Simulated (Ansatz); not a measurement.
**Geometry relaxation, with input and output: ZrNH5ClO2F (part 1 of 2)**

- system: ZrNH5ClO2F
- method: RKS PBE-D4/def2-SVP (Ansatz 0.2.0)

The input holds or restrains some coordinates. It belongs to a series of runs on one base structure; here: pulled along the bonds that form and break, towards end B.

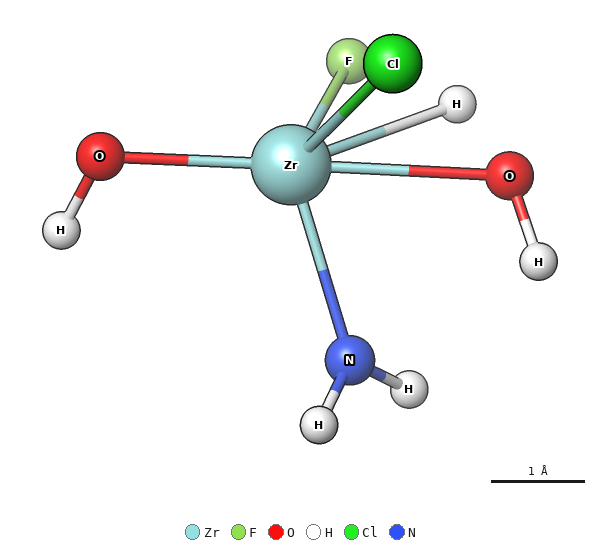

Figure 1. The structure as given in the input (ball-and-stick view, seen at a tilt). Sticks mark near contacts. Bond lengths as drawn: Cl–Zr 2.52 Å, F–Zr 2.33 Å, H–N 1.06 Å, H–O 1.01 Å, H–Zr 2.36 Å, N–Zr 2.21 Å and O–Zr 2.07 to 2.37 Å.

Summary:

```csv
quantity,value
outcome,converged under the restraints of the input
total energy,−22168.8640 eV
mean-field energy,−22168.6209 eV
"largest force (length of the vector) at the end, held atoms and coordinates included",1.065 eV/Å
hardware,"4 threads of Arm Neoverse V1, 24 GiB of memory available, shared host"
wall time,37 s (CPU time 2.3 min)
peak memory,0.2 GiB
```

The input:
```yaml
crystal:
  periodic: [false, false, false]
  atoms:
    - { symbol: Zr, position_ang: [0.0, 0.0, 0.0] }
    - { symbol: F, position_ang: [0.0, 0.0, 2.33] }
    - { symbol: O, position_ang: [1.952, 0.0, -0.6893] }
    - { symbol: H, position_ang: [2.2684, -0.9521, -0.806] }
    - { symbol: Cl, position_ang: [-1.1869, 2.0563, -0.8392] }
    - { symbol: "N", position_ang: [-1.0409, -1.8034, -0.7359] }
    - { symbol: H, position_ang: [-1.5759, -2.4197, -0.0595] }
    - { symbol: H, position_ang: [-1.0055, -2.0526, -1.7656] }
    - { symbol: O, position_ang: [-2.2491, 0.0072, 0.7473] }
    - { symbol: H, position_ang: [-2.796, -0.6214, 0.1765] }
    - { symbol: H, position_ang: [-1.3253, 0.0042, 1.9476] }
basis:
  gaussian: { orbitals: def2-SVP }
hamiltonian:
  xc: pbe
  dispersion: d4
relax:
  f_tol: 0.15
  max_steps: 25
  restrain:
    - { distance: [0, 8], at: 2.07, k: 30.0 }
    - { distance: [10, 1], at: 0.92, k: 30.0 }
    - { distance: [0, 1], at: 3.18, k: 30.0 }
    - { distance: [10, 8], at: 2.21, k: 30.0 }
output:
  orbitals: {}
```

Command:
```bash
ansatz run input.yaml --threads 4 --pin off --max-ram 5120MiB --backend cpu --events-out ev --progress --plain --runs-dir out
```

The program's output:
```
The last accepted step is kept in [file] (removed where the run ends without a failure and the disk answers)
Engine: ansatz 0.2.0, aarch64-unknown-linux-gnu
Functional definition: PBE
  parameter kappa = 0.804
  parameter beta = 0.06672455060314922
  exchange = pbe_x(kappa = kappa, mu = beta*pi^2/3)
  correlation = pbe_c(beta = beta)
1369 factors; their error is unknown
mean field evaluation 1: about -22143.9099 eV, gradient 1.0e2 eV
mean field evaluation 2: about -21715.2006 eV, gradient 3.5e2 eV
mean field evaluation 4: about -22160.4448 eV, gradient 5.1e1 eV
mean field evaluation 8: about -22165.7214 eV, gradient 6.2e-1 eV
mean field evaluation 16: about -22165.6714 eV, gradient 4.7e-3 eV
mean field -22165.67144058 eV, -814.5734010095 hartree, gradient 4.7e-5 eV, S^2 0.000000; 0 other end points of the search recorded, 0 dependent functions left out
the calculation of the forces begins
reference -22165.67153000 eV, -814.5734042959 hartree; 33, 33 occupied and 97, 97 virtual orbitals, 1369 factors
relax step   1: F+E_penalty+E_count = -22165.92338652 eV  Δ(F+E_penalty+E_count) = +0.000e0 eV  max|allowed force component| = 2.638e0 eV/Å  E_restraint = 22.60582988 eV  max|allowed force component, restraints' pulls added| = 2.556e1 eV/Å  Δτ_max = 0.0000 Å  (32 SCF iters, accepted)
  distance Zr 0 - O 8 = 2.3700 Å
  distance H 10 - F 1 = 1.3794 Å
  distance Zr 0 - F 1 = 2.3300 Å
  distance H 10 - O 8 = 1.5146 Å
these checks for a lower state are left out or cut short: starts, cluster_reference, orbital_swaps, neighbouring_geometries, increment
1369 factors; their error is unknown
mean field -22165.80653402 eV, -814.5783656019 hartree, gradient 1.9e-5 eV, S^2 0.000000; 0 other end points of the search recorded, 0 dependent functions left out
[... from here on the field's lines of each further geometry are left out, up to the last ...]
relax step   2: F+E_penalty+E_count = -22166.05467760 eV  Δ(F+E_penalty+E_count) = -1.313e-1 eV  max|allowed force component| = 3.132e0 eV/Å  E_restraint = 8.78016584 eV  max|allowed force component, restraints' pulls added| = 1.674e1 eV/Å  Δτ_max = 0.1950 Å  (39 SCF iters, accepted)
relax step   3: F+E_penalty+E_count = -22166.31834249 eV  Δ(F+E_penalty+E_count) = -2.637e-1 eV  max|allowed force component| = 1.963e0 eV/Å  E_restraint = 2.06986612 eV  max|allowed force component, restraints' pulls added| = 7.017e0 eV/Å  Δτ_max = 0.1948 Å  (39 SCF iters, accepted)
relax step   4: F+E_penalty+E_count = -22166.81468974 eV  Δ(F+E_penalty+E_count) = -4.963e-1 eV  max|allowed force component| = 2.079e0 eV/Å  E_restraint = 0.10045161 eV  max|allowed force component, restraints' pulls added| = 2.164e0 eV/Å  Δτ_max = 0.1937 Å  (37 SCF iters, accepted)
relax step   5: F+E_penalty+E_count = -22167.45384357 eV  Δ(F+E_penalty+E_count) = -6.392e-1 eV  max|allowed force component| = 1.075e0 eV/Å  E_restraint = 0.04236507 eV  max|allowed force component, restraints' pulls added| = 2.148e0 eV/Å  Δτ_max = 0.1948 Å  (37 SCF iters, accepted)
relax step   6: F+E_penalty+E_count = -22167.90599095 eV  Δ(F+E_penalty+E_count) = -4.521e-1 eV  max|allowed force component| = 1.216e0 eV/Å  E_restraint = 0.02232263 eV  max|allowed force component, restraints' pulls added| = 1.216e0 eV/Å  Δτ_max = 0.1950 Å  (36 SCF iters, accepted)
relax step   7: F+E_penalty+E_count = -22168.17728975 eV  Δ(F+E_penalty+E_count) = -2.713e-1 eV  max|allowed force component| = 1.166e0 eV/Å  E_restraint = 0.01571506 eV  max|allowed force component, restraints' pulls added| = 1.166e0 eV/Å  Δτ_max = 0.1970 Å  (36 SCF iters, accepted)
relax step   8: F+E_penalty+E_count = -22168.40754974 eV  Δ(F+E_penalty+E_count) = -2.303e-1 eV  max|allowed force component| = 8.081e-1 eV/Å  E_restraint = 0.01696649 eV  max|allowed force component, restraints' pulls added| = 8.081e-1 eV/Å  Δτ_max = 0.1999 Å  (36 SCF iters, accepted)
relax step   9: F+E_penalty+E_count = -22168.57529790 eV  Δ(F+E_penalty+E_count) = -1.677e-1 eV  max|allowed force component| = 9.202e-1 eV/Å  E_restraint = 0.01939741 eV  max|allowed force component, restraints' pulls added| = 9.202e-1 eV/Å  Δτ_max = 0.1948 Å  (36 SCF iters, accepted)
relax step  10: F+E_penalty+E_count = -22168.66623761 eV  Δ(F+E_penalty+E_count) = -9.094e-2 eV  max|allowed force component| = 9.133e-1 eV/Å  E_restraint = 0.02030662 eV  max|allowed force component, restraints' pulls added| = 4.282e-1 eV/Å  Δτ_max = 0.1994 Å  (30 SCF iters, accepted)
relax step  11: F+E_penalty+E_count = -22168.74285971 eV  Δ(F+E_penalty+E_count) = -7.662e-2 eV  max|allowed force component| = 8.607e-1 eV/Å  E_restraint = 0.02154003 eV  max|allowed force component, restraints' pulls added| = 2.754e-1 eV/Å  Δτ_max = 0.1996 Å  (29 SCF iters, accepted)
relax step  12: F+E_penalty+E_count = -22168.80383845 eV  Δ(F+E_penalty+E_count) = -6.098e-2 eV  max|allowed force component| = 7.692e-1 eV/Å  E_restraint = 0.02277695 eV  max|allowed force component, restraints' pulls added| = 4.692e-1 eV/Å  Δτ_max = 0.1998 Å  (36 SCF iters, accepted)
relax step  13: F+E_penalty+E_count = -22168.83565091 eV  Δ(F+E_penalty+E_count) = -3.181e-2 eV  max|allowed force component| = 1.047e0 eV/Å  E_restraint = 0.02524272 eV  max|allowed force component, restraints' pulls added| = 3.089e-1 eV/Å  Δτ_max = 0.2000 Å  (30 SCF iters, accepted)
relax step  14: F+E_penalty+E_count = -22168.78051349 eV  Δ(F+E_penalty+E_count) = +5.514e-2 eV  max|allowed force component| = 1.140e0 eV/Å  E_restraint = 0.05201720 eV  max|allowed force component, restraints' pulls added| = 2.528e0 eV/Å  Δτ_max = 0.1933 Å  (36 SCF iters, rejected (line search))
relax step  15: F+E_penalty+E_count = -22168.85407792 eV  Δ(F+E_penalty+E_count) = -1.843e-2 eV  max|allowed force component| = 8.983e-1 eV/Å  E_restraint = 0.02458809 eV  max|allowed force component, restraints' pulls added| = 1.903e-1 eV/Å  Δτ_max = 0.0966 Å  (30 SCF iters, accepted)
the calculation of the forces begins
reference -22168.62093235 eV, -814.6817928330 hartree; 33, 33 occupied and 97, 97 virtual orbitals, 1369 factors
relax step  16: F+E_penalty+E_count = -22168.86394682 eV  Δ(F+E_penalty+E_count) = -9.869e-3 eV  max|allowed force component| = 9.364e-1 eV/Å  E_restraint = 0.02326092 eV  max|allowed force component, restraints' pulls added| = 1.288e-1 eV/Å  Δτ_max = 0.1000 Å  (30 SCF iters, accepted)
```

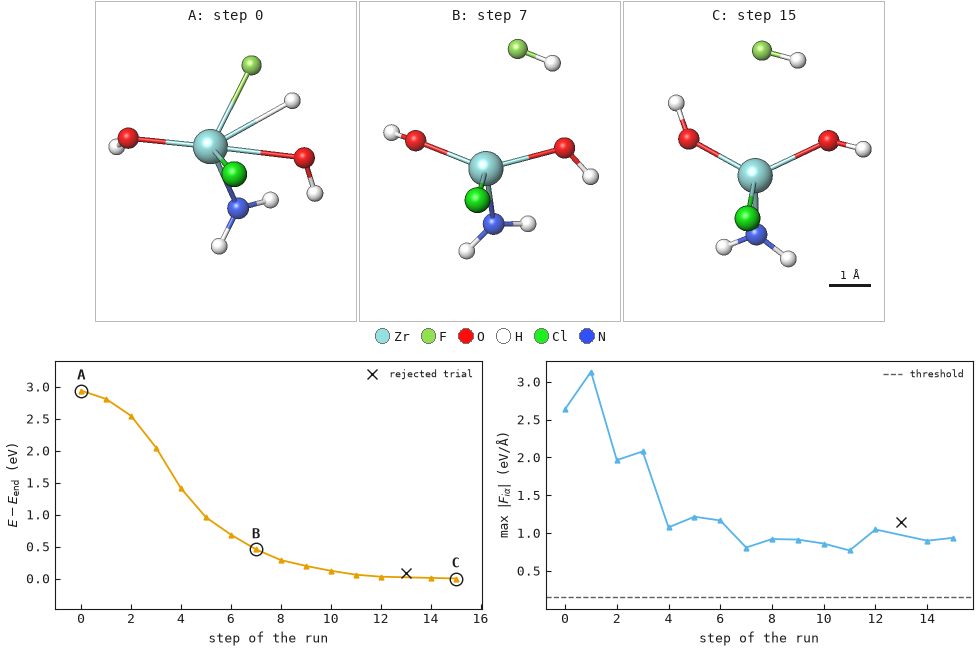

Figure 2. Frames of the restrained relaxation (ball-and-stick view, seen at a tilt) above the curves, on which the letters mark them (the first geometry is step 0 here and step 1 in the log).

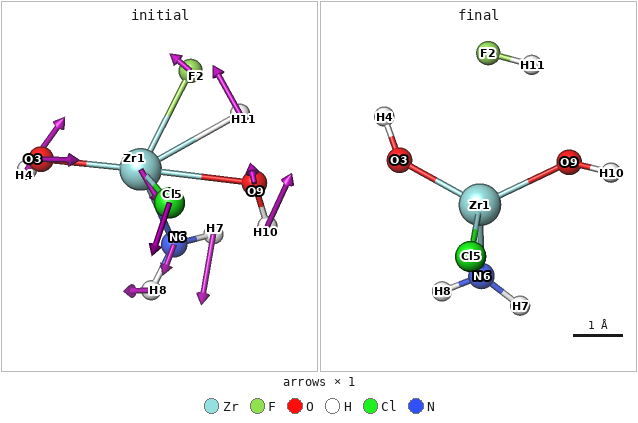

Figure 3. Before (left) and after (right) the restrained relaxation, at one scale (ball-and-stick view, seen at a tilt). The pink arrows give the displacements, at true length. After 15 geometry steps the energy has fallen by 2.941 eV. Largest force component: 2.6 eV/Å at the start, 0.94 eV/Å at the end. The line search rejected the trial step at point 13 (counted from 0) and went back. H7 moves most after the best rigid fit: 1.56 Å. By element the largest moves are H 1.56 Å, Cl 1.19 Å, O 0.85 Å, Zr 0.84 Å, N 0.70 Å, F 0.58 Å. Among the contacts that change: Zr1–F2 2.330 → 3.177 Å, Zr1–H11 2.356 → 3.105 Å, F2–H11 1.379 → 0.935 Å, Zr1–O9 2.370 → 2.036 Å. New bonds form: F2–H11 (1.38 → 0.93 Å). Bonds break: Zr1–F2 (2.33 → 3.18 Å), Zr1–H11 (2.36 → 3.11 Å). Among the angles that change: O3–Zr1–O9 178.9° → 124.9°, N6–Zr1–O9 70.1° → 107.2°, Cl5–Zr1–O9 69.8° → 105.4°. (Atoms are counted from 1 in the order of the input.)

```
  distance Zr 0 - O 8 = 2.0362 Å
  distance H 10 - F 1 = 0.9348 Å
  distance Zr 0 - F 1 = 3.1771 Å
  distance H 10 - O 8 = 2.1965 Å
1369 factors; their error is unknown
mean field -22168.62083845 eV, -814.6817893822 hartree, gradient 1.5e-5 eV, S^2 0.000000; 1 other end points of the search recorded, 0 dependent functions left out
the calculation of the forces begins
reference -22168.62093235 eV, -814.6817928330 hartree; 33, 33 occupied and 97, 97 virtual orbitals, 1369 factors
Total energy: -22168.86404072 eV, -814.6907269007 hartree
Atom 0 at    -0.658754    -0.210167    -0.434413 Å, force    -0.644969     0.033595     0.840787 eV/Å
Atom 1 at     0.483890    -0.052199     2.525929 Å, force     0.331972    -0.009907    -0.105906 eV/Å
Atom 2 at     1.260015    -0.265552    -0.232752 Å, force     0.128786    -0.019523     0.071297 eV/Å
Atom 3 at     1.925008    -0.232910     0.477933 Å, force    -0.111365     0.025201    -0.066026 eV/Å
Atom 4 at    -1.212745     1.630161    -1.855735 Å, force    -0.015496     0.004167     0.004344 eV/Å
Atom 5 at    -1.057831    -1.894648    -1.480272 Å, force    -0.054665    -0.027634    -0.043717 eV/Å
Atom 6 at    -1.989276    -2.291602    -1.657502 Å, force     0.049525     0.008910     0.001990 eV/Å
Atom 7 at    -0.362633    -2.445599    -1.998782 Å, force    -0.026081     0.017523     0.028211 eV/Å
Atom 8 at    -1.990366    -0.125406     1.103741 Å, force     0.936438    -0.019163    -0.507554 eV/Å
Atom 9 at    -2.915132     0.157324     1.198545 Å, force     0.053411    -0.008671     0.000962 eV/Å
Atom 10 at    -0.441376    -0.050902     2.659208 Å, force    -0.647555    -0.004497    -0.224389 eV/Å
Dipole moment:    -0.259843    -0.471517     0.373148 e Å
```
